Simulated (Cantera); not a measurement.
Charge: 1 mol Si, 2.5 mol Cl2, 1.7 mol H2, 2.1 mol HCl, held at 1 atm.

Equilibrium computed with Cantera from the NASA thermochemical tables; the gas is ideal and each condensed phase is pure. Candidate condensed phases: Si; 19 gas species. The tables' values for SiCl3 are old estimates; treat these amounts as uncertain. Rates play no part.

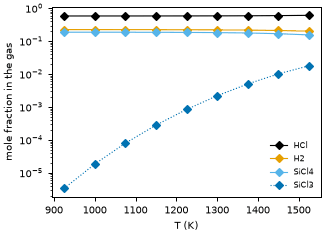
Fig. 1. Equilibrium gas composition (values under 1e-9 drawn at 1e-9)

Problem. Read off the mole fractions at 1300 K.

Solution. HCl about 0.59, H2 about 0.22, SiCl4 about 0.18, SiCl3 about 0.0022.
